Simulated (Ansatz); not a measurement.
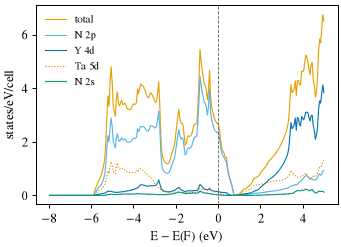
Figure. Total and projected density of states of YTaN3 (cubic perovskite, space group No. 221), PBEsol in the plane-wave PAW code Ansatz

### Question
Which orbitals carry the states next to the Fermi level?

### Answer
Within 0.5 eV of the Fermi level: N 2p 87 %, Y 4d 6 %. Projections are on Löwdin-orthogonalised atomic valence shells; empty p or d shells of many metals are not among them.

### Question
Where is the tallest occupied peak in this window, and what makes it?

### Answer
Near -0.8 eV, about 5.4 states/eV per cell; the largest projected share is N 2p.

Space group Pm-3m (cubic perovskite). The start of the workflow was typed in or built on a structure type; neither database checked (COD, Materials Project) lists it. Its standing as an ambient phase is unchecked. The PBEsol relaxation kept the symmetry of its start. At this level the phase is dynamically unstable (imaginary phonons). The run is not spin-polarised. With an odd number of electrons in the cell and no spin polarisation, the count alone makes it a metal. Scalar-relativistic: spin–orbit coupling is off unless named, which matters more the heavier the elements.

Potentials: the earlier of the program's two PAW sets. The files were generated under PBE; for other functionals the program regenerates the frozen cores, and for LDA and PBEsol the local potential too.
